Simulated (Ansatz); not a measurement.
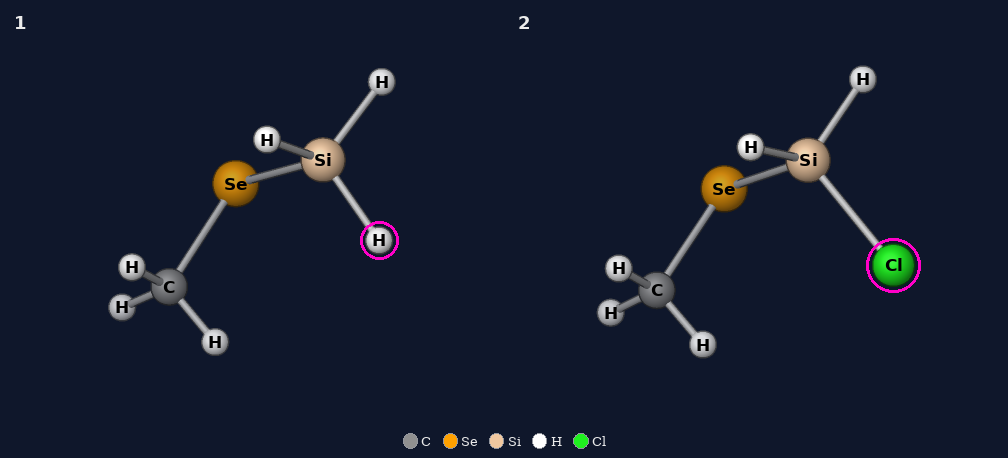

2 molecules with one skeleton, seen from the same side and at one scale; the atom that differs is circled. Charge 0, singlet. Computed geometries: PBE0-D4/def2-TZVP optimisations, one conformation each. Properties computed with Ansatz 0.2.0.

One atom differs, called X below: H in panel 1, Cl in panel 2. Their formulas are CH6SeSi (`C[Se][SiH3]`), CH5ClSeSi (`C[Se][SiH2]Cl`).

In which is the length of X–Si larger (PBE0-D4/def2-TZVP)?

Answer. In panel 2 (X = Cl).

In which is the HOMO energy (Kohn–Sham orbital) higher (ωB97M-V/def2-SVP)?

Answer. In panel 1 (X = H).

Give the values. With PBE0-D4/def2-TZVP: length of X–Si (Å), mean angle X–Si–H (°). With ωB97M-V/def2-SVP: HOMO energy (Kohn–Sham orbital) (eV), HOMO–LUMO gap (eV). With B3LYP-D4/def2-TZVPP: dipole moment (D).

| quantity | 1 (H) | 2 (Cl) | 2 − 1 |
| --- | --- | --- | --- |
| length of X–Si (Å) | 1.487 | 2.061 | +0.574 |
| mean angle X–Si–H (°) | 109.1 | 107.2 | −1.9 |
| HOMO energy (Kohn–Sham orbital) (eV) | −8.65 | −8.98 | −0.33 |
| HOMO–LUMO gap (eV) | 10.79 | 10.95 | +0.16 |
| dipole moment (D) | 1.32 | 1.46 | +0.14 |
